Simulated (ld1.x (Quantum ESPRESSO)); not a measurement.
**Cobalt: generating and testing an RRKJ potential**

Aim: build the potential from the settings below, then test how well it stands in for the atom: other configurations, scattering, ghost states and the plane-wave cutoff that it needs.

Method: ld1.x (Quantum ESPRESSO) 7.5, PBEsol, scalar-relativistic.

## 1. Starting point

The settings as typed:

| Quantity | Value |
| --- | --- |
| element | cobalt (Co, Z = 27) |
| type | norm-conserving RRKJ (Kleinman–Bylander form) |
| frozen core | [Ar] |
| valence charge | 9 |
| reference configuration | 3d7 4s2 4p0 |
| partial waves | 4p (bound, empty): rc 2.05 bohr; 3d (bound): rc 1.20 bohr; 4f channel at 0.05 Ry: rc 1.65 bohr; 4s (bound): rc 1.95 bohr |
| local potential | the s channel |
| core correction | a·sin(br)/r model core, default radius (core density twice the valence density) |

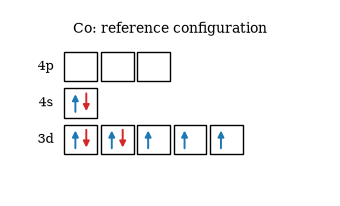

The outer shells as boxes. The arrows follow Hund's rule for the drawing; the calculation itself is spin-unpolarised.

The nodes and maxima of the atom's own shells, from an earlier all-electron run, set the scale for the radii.

All-electron outer shells of the reference configuration (PBEsol, scalar-relativistic, ld1.x):

| shell | level (eV) | outermost node (bohr) | outermost maximum (bohr) |
| --- | --- | --- | --- |
| 3s | -102.14 | 0.31 | 0.66 |
| 3p | -65.51 | 0.28 | 0.68 |
| 3d | -8.23 | – | 0.66 |
| 4s | -5.49 | 0.96 | 2.32 |
| 4p | -1.25 | 1.05 | 3.21 |

## 2. The generation run

The input, Co.in:

```
 &input
   title='Co', zed=27., rel=1, dft='PBESOL', iswitch=3,
   config='[Ar] 3d7 4s2 4p0 4f-2',
   nld=4, rlderiv=2.25, eminld=-3.0, emaxld=5.0, deld=0.02
 /
 &inputp
   pseudotype=2, tm=.false., rho0=0.005, lloc=0,
   nlcc=.true.,
   file_pseudopw='Co.UPF', file_wfcaegen='ae.wfc', file_wfcncgen='nc.wfc', file_beta='beta', file_chi='chi'
 /
4
4P  2  1   0.00   0.00  2.05  2.05  0.0
3D  3  2   7.00   0.00  1.20  1.20  0.0
4F  4  3  -2.00   0.05  1.65  1.65  0.0
4S  1  0   2.00   0.00  1.95  1.95  0.0
 &test
   configts(1)='3d7 4s2 4p0'
 /
```

Command:

```console
$ ld1.x < Co.in > Co.out
```

Output in Co.out (without the banner and most projector matrices):

```text
     Program LD1 v.7.5
     --------------------------- All-electron run ----------------------------

     Co
     scalar relativistic calculation

     atomic number is 27.00
     dft =PBESOL   lsd =0 sic =0 latt =0  beta=0.20 tr2=1.0E-14
     Exchange-correlation= PBESOL
                           (   1   4  10   8   0   0   0)
     mesh =1193 r(mesh) =  99.89935 a.u. xmin = -7.00 dx = 0.01250
     1 Ry =  13.60569312 eV, c = 137.03599908

     n l     nl                  e(Ry)          e(Ha)          e(eV)
     1 0     1S 1( 2.00)      -557.5279      -278.7639     -7585.5535
     2 0     2S 1( 2.00)       -66.0073       -33.0036      -898.0745
     2 1     2P 1( 6.00)       -56.5538       -28.2769      -769.4538
     3 0     3S 1( 2.00)        -7.5070        -3.7535      -102.1374
     3 1     3P 1( 6.00)        -4.8149        -2.4075       -65.5103
     3 2     3D 1( 7.00)        -0.6049        -0.3024        -8.2295
     4 0     4S 1( 2.00)        -0.4034        -0.2017        -5.4889
     4 1     4P 1( 0.00)        -0.0917        -0.0458        -1.2473

     final scf error:  1.3E-15 reached in  29 iterations

     Etot =   -2783.805460 Ry,   -1391.902730 Ha,  -37875.602796 eV

     Ekin =    2819.428734 Ry,    1409.714367 Ha,   38360.282133 eV
     Encl =   -6671.587230 Ry,   -3335.793615 Ha,  -90771.568499 eV
     Eh   =    1184.439232 Ry,     592.219616 Ha,   16115.116720 eV
     Exc  =    -116.086195 Ry,     -58.043098 Ha,   -1579.433151 eV

     normalization and overlap integrals

     s(1S/1S) =  1.000000  <r> =   0.0562  <r2> =    0.0043  r(max) =   0.0366
     s(2S/2S) =  1.000000  <r> =   0.2557  <r2> =    0.0772  r(max) =   0.2131
     s(2P/2P) =  1.000000  <r> =   0.2251  <r2> =    0.0622  r(max) =   0.1723
     s(3S/3S) =  1.000000  <r> =   0.7743  <r2> =    0.6927  r(max) =   0.6648
     s(3P/3P) =  1.000000  <r> =   0.8165  <r2> =    0.7877  r(max) =   0.6816
     s(3D/3D) =  1.000000  <r> =   1.0715  <r2> =    1.5579  r(max) =   0.6648
     s(4S/4S) =  1.000000  <r> =   2.8807  <r2> =    9.6862  r(max) =   2.3202
     s(4P/4P) =  1.000000  <r> =   4.3669  <r2> =   23.2167  r(max) =   3.2113

     ------------------------ End of All-electron run ------------------------

     --------------------- Generating NC pseudopotential ---------------------

      Generating local pot.: lloc=0, matching radius rcloc =   1.9500

      Computing core charge for nlcc:

       r > 0.44 : true rho core
       r < 0.44 : rho core = a sin(br)/r    a=  24.75  b=   4.64

      Integrated core pseudo-charge :   9.74

      Wfc   4P  rcut= 2.073  Estimated cut-off energy=       39.29 Ry
      This function has    0 nodes for 0 < r <    2.073

      Wfc   3D  rcut= 1.196  Estimated cut-off energy=      163.09 Ry
      This function has    0 nodes for 0 < r <    1.196

      Wfc   4F  rcut= 1.656  Estimated cut-off energy=      101.58 Ry
      This function has    0 nodes for 0 < r <    1.656

     ------------------- End of pseudopotential generation -------------------

     [... the all-electron block is printed once more ...]


     Computing logarithmic derivative in   2.24888
     Computing logarithmic derivative in   2.24888
     Computing the partial wave expansion
       no projector for channel:   0
     R is outside the sphere for l=    1 j= 0.00
     R is outside the sphere for l=    2 j= 0.00
     R is outside the sphere for l=    3 j= 0.00

     ---------------------- Testing the pseudopotential ----------------------

     Co
     scalar relativistic calculation

     atomic number is 27.00   valence charge is  9.00
     dft =PBESOL   lsd =0 sic =0 latt =0  beta=0.20 tr2=1.0E-14
     mesh =1193 r(mesh) =  99.89935 xmin = -7.00 dx = 0.01250

     n l     nl             e AE (Ry)        e PS (Ry)    De AE-PS (Ry)
     3 2     3D   1( 7.00)       -0.60486       -0.60486        0.00000
     1 0     4S   1( 2.00)       -0.40343       -0.40343        0.00000
     2 1     4P   1( 0.00)       -0.09167       -0.09167       -0.00000

     eps = 7.3E-15  iter = 19

     Etot =   -2783.805460 Ry,   -1391.902730 Ha,  -37875.602796 eV
     Etotps =   -77.181210 Ry,     -38.590605 Ha,   -1050.103860 eV

     Ekin =      90.940333 Ry,      45.470166 Ha,    1237.306262 eV
     Encl =     -82.783427 Ry,     -41.391714 Ha,   -1126.325909 eV
     Ehrt =      54.379804 Ry,      27.189902 Ha,     739.874922 eV
     Ecxc =     -34.620786 Ry,     -17.310393 Ha,    -471.039796 eV
     (Ecc =     -19.225275 Ry,      -9.612638 Ha,    -261.573195 eV)
     Epseu=    -105.097133 Ry,     -52.548566 Ha,   -1429.919339 eV

     ---------------------- End of pseudopotential test ----------------------
```

Wall time 3 s (1 thread of Intel Xeon Platinum 8488C, shared host). This counts the later configuration tests of the new file too.

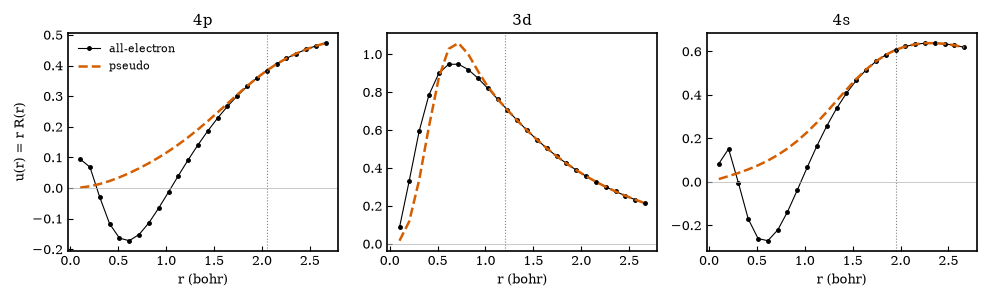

All-electron and pseudo partial waves (4p, 3d, 4s), with the matching radii dotted. The curves join 26 sampled radii, too few to resolve the innermost nodes.

## 3. Transferability test

The input, Co.test.in:

```
 &input
   title='Co', zed=27., rel=1, dft='PBESOL', iswitch=2,
   config='[Ar] 3d7 4s2 4p0 4f-2'
 /
 &test
   file_pseudo='Co.UPF', nconf=8,
   configts(1)='3d7 4s2 4p0',
   configts(2)='3d7 4s1 4p0',
   configts(3)='3d7 4s0 4p0',
   configts(4)='3d6 4s0 4p0',
   configts(5)='3d7.5 4s1.5 4p0',
   configts(6)='3d7 4s0 4p1',
   configts(7)='3d8 4s1 4p0',
   configts(8)='3d7 4s0 4p2'
 /
```

Command:

```console
$ ld1.x < Co.test.in > Co.test.out
```

Co.test.out, the pseudopotential blocks:

```text
     ---------------------- Testing the pseudopotential ----------------------

     Co
     scalar relativistic calculation

     atomic number is 27.00   valence charge is  9.00
     dft =PBESOL   lsd =0 sic =0 latt =0  beta=0.20 tr2=1.0E-14
     mesh =1193 r(mesh) =  99.89935 xmin = -7.00 dx = 0.01250

     n l     nl             e AE (Ry)        e PS (Ry)    De AE-PS (Ry)
     3 2     3D   1( 7.00)       -0.60486       -0.60486        0.00000
     1 0     4S   1( 2.00)       -0.40343       -0.40343        0.00000
     2 1     4P   1( 0.00)       -0.09167       -0.09167       -0.00000

     eps = 4.0E-15  iter = 14

     Etot =   -2783.805460 Ry,   -1391.902730 Ha,  -37875.602796 eV
     Etotps =   -77.181211 Ry,     -38.590606 Ha,   -1050.103877 eV

     Ekin =      90.940330 Ry,      45.470165 Ha,    1237.306222 eV
     Encl =     -82.783428 Ry,     -41.391714 Ha,   -1126.325915 eV
     Ehrt =      54.379804 Ry,      27.189902 Ha,     739.874920 eV
     Ecxc =     -34.620786 Ry,     -17.310393 Ha,    -471.039794 eV
     (Ecc =     -19.225275 Ry,      -9.612638 Ha,    -261.573195 eV)
     Epseu=    -105.097131 Ry,     -52.548565 Ha,   -1429.919311 eV

     ---------------------- End of pseudopotential test ----------------------

     ---------------------- Testing the pseudopotential ----------------------

     Co
     [...]
     n l     nl             e AE (Ry)        e PS (Ry)    De AE-PS (Ry)
     3 2     3D   1( 7.00)       -1.24860       -1.24371       -0.00489
     1 0     4S   1( 1.00)       -0.93769       -0.93908        0.00139
     2 1     4P   1( 0.00)       -0.54515       -0.54610        0.00096

     eps = 9.8E-15  iter = 10

     Etot =   -2783.140642 Ry,   -1391.570321 Ha,  -37866.557492 eV
     Etotps =   -76.515784 Ry,     -38.257892 Ha,   -1041.050273 eV
     dEtot_ae =       0.664818 Ry
     dEtot_ps =       0.665428 Ry,   Delta E=      -0.000610 Ry

     [...]
     ---------------------- End of pseudopotential test ----------------------

     ---------------------- Testing the pseudopotential ----------------------

     Co
     [...]
     n l     nl             e AE (Ry)        e PS (Ry)    De AE-PS (Ry)
     3 2     3D   1( 7.00)       -1.98701       -1.97845       -0.00856  !
     1 0     4S   1( 0.00)       -1.52376       -1.52946        0.00570  !
     2 1     4P   1( 0.00)       -1.06215       -1.06690        0.00475

     eps = 1.2E-17  iter = 16

     Etot =   -2781.913433 Ry,   -1390.956717 Ha,  -37849.860468 eV
     Etotps =   -75.285261 Ry,     -37.642631 Ha,   -1024.308162 eV
     dEtot_ae =       1.892026 Ry
     dEtot_ps =       1.895950 Ry,   Delta E=      -0.003924 Ry

     [...]
     ---------------------- End of pseudopotential test ----------------------

     ---------------------- Testing the pseudopotential ----------------------

     Co
     [...]
     n l     nl             e AE (Ry)        e PS (Ry)    De AE-PS (Ry)
     3 2     3D   1( 6.00)       -3.31702       -3.39118        0.07416  !
     1 0     4S   1( 0.00)       -2.36080       -2.37351        0.01270  !
     2 1     4P   1( 0.00)       -1.80280       -1.80672        0.00392

     eps = 3.3E-15  iter =  9

     Etot =   -2779.279464 Ry,   -1389.639732 Ha,  -37814.023495 eV
     Etotps =   -72.622155 Ry,     -36.311078 Ha,    -988.074756 eV
     dEtot_ae =       4.525995 Ry
     dEtot_ps =       4.559056 Ry,   Delta E=      -0.033061 Ry

     [...]
     ---------------------- End of pseudopotential test ----------------------

     ---------------------- Testing the pseudopotential ----------------------

     Co
     [...]
     n l     nl             e AE (Ry)        e PS (Ry)    De AE-PS (Ry)
     3 2     3D   1( 7.50)       -0.44612       -0.42879       -0.01733  !
     1 0     4S   1( 1.50)       -0.36049       -0.36385        0.00336
     2 1     4P   1( 0.00)       -0.07252       -0.07418        0.00166

     eps = 8.2E-15  iter = 16

     Etot =   -2783.876374 Ry,   -1391.938187 Ha,  -37876.567637 eV
     Etotps =   -77.246499 Ry,     -38.623250 Ha,   -1050.992163 eV
     dEtot_ae =      -0.070914 Ry
     dEtot_ps =      -0.065288 Ry,   Delta E=      -0.005627 Ry

     [...]
     ---------------------- End of pseudopotential test ----------------------

     ---------------------- Testing the pseudopotential ----------------------

     Co
     [...]
     n l     nl             e AE (Ry)        e PS (Ry)    De AE-PS (Ry)
     3 2     3D   1( 7.00)       -1.35859       -1.35399       -0.00461
     1 0     4S   1( 0.00)       -1.00557       -1.00756        0.00200
     2 1     4P   1( 1.00)       -0.60535       -0.60646        0.00111

     eps = 7.5E-15  iter = 13

     Etot =   -2782.744195 Ry,   -1391.372098 Ha,  -37861.163558 eV
     Etotps =   -76.118658 Ry,     -38.059329 Ha,   -1035.647103 eV
     dEtot_ae =       1.061264 Ry
     dEtot_ps =       1.062553 Ry,   Delta E=      -0.001289 Ry

     [...]
     ---------------------- End of pseudopotential test ----------------------

     ---------------------- Testing the pseudopotential ----------------------

     Co
     [...]
     n l     nl             e AE (Ry)        e PS (Ry)    De AE-PS (Ry)
     3 2     3D   1( 8.00)       -0.31287       -0.29010       -0.02277  !
     1 0     4S   1( 1.00)       -0.32176       -0.33062        0.00887  !
     2 1     4P   1( 0.00)       -0.05572       -0.05985        0.00414

     eps = 1.0E-14  iter = 14

     Etot =   -2783.894692 Ry,   -1391.947346 Ha,  -37876.816866 eV
     Etotps =   -77.251335 Ry,     -38.625667 Ha,   -1051.057954 eV
     dEtot_ae =      -0.089232 Ry
     dEtot_ps =      -0.070123 Ry,   Delta E=      -0.019109 Ry

     [...]
     ---------------------- End of pseudopotential test ----------------------

     ---------------------- Testing the pseudopotential ----------------------

     Co
     [...]
     n l     nl             e AE (Ry)        e PS (Ry)    De AE-PS (Ry)
     3 2     3D   1( 7.00)       -0.85050       -0.84842       -0.00208
     1 0     4S   1( 0.00)       -0.55418       -0.55502        0.00084
     2 1     4P   1( 2.00)       -0.20549       -0.20562        0.00013

     eps = 3.1E-15  iter = 23

     Etot =   -2783.142810 Ry,   -1391.571405 Ha,  -37866.586991 eV
     Etotps =   -76.517824 Ry,     -38.258912 Ha,   -1041.078038 eV
     dEtot_ae =       0.662649 Ry
     dEtot_ps =       0.663387 Ry,   Delta E=      -0.000737 Ry

     [...]
     ---------------------- End of pseudopotential test ----------------------
```

Energies count from the reference configuration 3d7 4s2 4p0; the error is all-electron less pseudo.

| valence configuration | charge | ΔE all-electron (eV) | error AE − PS (meV) |
| --- | --- | --- | --- |
| 3d7 4s1 4p0 | +1 | 9.045 | -8.3 |
| 3d7 4s0 4p0 | +2 | 25.742 | -53 |
| 3d6 4s0 4p0 | +3 | 61.579 | -450 |
| 3d7.5 4s1.5 4p0 | 0 | -0.965 | -77 |
| 3d7 4s0 4p1 | +1 | 14.439 | -18 |
| 3d8 4s1 4p0 | 0 | -1.214 | -260 |
| 3d7 4s0 4p2 | 0 | 9.016 | -10 |

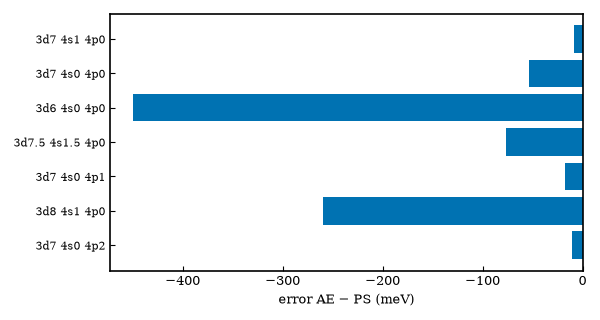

Error of the potential in each test configuration.

## 4. Does it scatter like the atom?

Taken from the files of the generation run. The phase is arctan(r·u′/u) with u = r·R, unwrapped, with energies in Ry. A pole is an energy at which the radial function vanishes at the test radius. The pseudo phase is shifted by a multiple of π to meet the all-electron one at the reference energy. Levels narrower than the energy grid can be missing from the poles. The last column is the largest difference on the grid between −1 and +1 Ry.

| channel | radius (bohr) | reference (Ry) | poles AE | poles PS | window around the reference with phases within 0.05 rad (Ry) | largest difference near zero (rad) |
| --- | --- | --- | --- | --- | --- | --- |
| s | 2.25 | -0.40 | 2.69 | 2.42 | below 3.5 | 0.011 |
| p | 2.25 | -0.09 | 3.89 | 3.84 | the whole range | 0.013 |
| d | 2.25 | -0.60 | -0.39 | -0.38 | below 0.6 | 0.069 |
| f | 2.25 | 0.05 | none | none | the whole range | 0.000 |

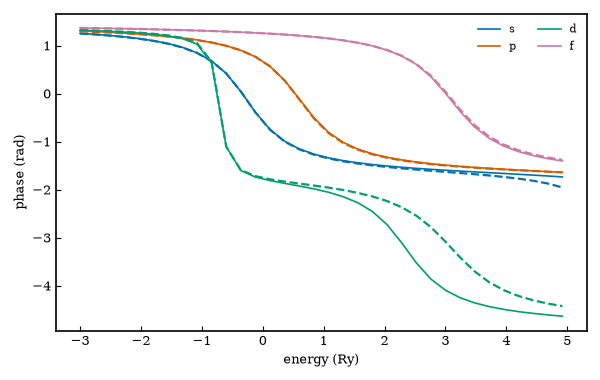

Phases by channel: all-electron solid, pseudo dashed.

## 5. Cutoff and ghost test in a Bessel basis

A separate test, outside the generator: the pseudo-atom's Hamiltonian at the reference potential is diagonalised in spherical Bessel functions j_l(qr) that vanish at 20 bohr, with q² up to the cutoff.

All-electron valence levels (Ry): 4p -0.0917, 3d -0.6049, 4s -0.4034. The lowest levels of each channel (Ry) by cutoff; the last column sums, over occupied levels, occupation times the distance from the level at 400 Ry. A positive value at high cutoff is not a bound level.

| cutoff (Ry) | p #1 | d #1 | f #1 | s #1 | Σ f·Δε (mRy) |
| --- | --- | --- | --- | --- | --- |
| 8 | -0.0910 | 0.0623 | 0.1126 | -0.3994 | 4678.3 |
| 15 | -0.0912 | 0.0622 | 0.1126 | -0.4011 | 4674.8 |
| 30 | -0.0917 | 0.0621 | 0.1126 | -0.4033 | 4669.3 |
| 45 | -0.0917 | 0.0614 | 0.1126 | -0.4034 | 4664.0 |
| 70 | -0.0917 | -0.3200 | 0.1126 | -0.4034 | 1994.1 |
| 100 | -0.0917 | -0.5892 | 0.1126 | -0.4034 | 109.8 |
| 120 | -0.0917 | -0.6040 | 0.1126 | -0.4034 | 6.4 |
| 160 | -0.0917 | -0.6047 | 0.1126 | -0.4034 | 1.5 |
| 180 | -0.0917 | -0.6048 | 0.1126 | -0.4034 | 0.3 |
| 230 | -0.0917 | -0.6049 | 0.1126 | -0.4034 | 0.1 |
| 400 | -0.0917 | -0.6049 | 0.1126 | -0.4034 | 0.0 |

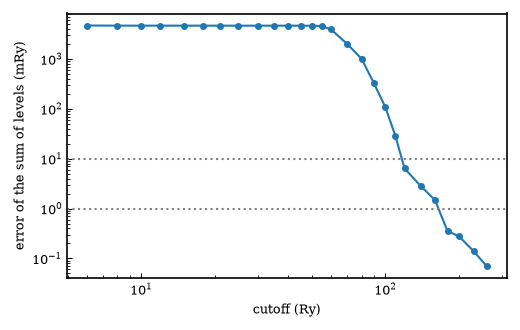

Occupation-weighted error of the valence levels against the cutoff; the dotted lines mark 10 and 1 mRy.

The sum stays within 10 mRy from 120 Ry and within 1 mRy from 180 Ry. The sum leaves out empty levels, which can need more. Ghost test: no level below the all-electron spectrum of its channel (p, d, f, s tested).

## 6. Summary of results

| quantity | value |
| --- | --- |
| cutoffs for 10 and 1 mRy, occupied levels | 120 Ry and 180 Ry |
| bound ghosts | none found |
| largest test error (AE − PS) | -450 meV, for 3d6 4s0 4p0 |
| largest phase difference near zero energy, channels read | 0.069 rad |

What this shows: The worst unpolarised test, 3d6 4s0 4p0, is off by 450 meV on 61.6 eV; by total energies transferability rates as poor. That test lies far up in energy; among those under 40 eV, nearer to bonding, the largest error is 260 meV. It counts as hard, with 120 Ry needed at the looser tolerance. The slowest occupied level is 3d: taken alone it needs 120 Ry to come within 1 mRy, against 21 Ry for 4s. No bound ghost shows below the valence levels. Near zero energy the largest phase difference among the channels read is 0.07 rad, in the d channel. All of this concerns the isolated atom, not yet a solid.
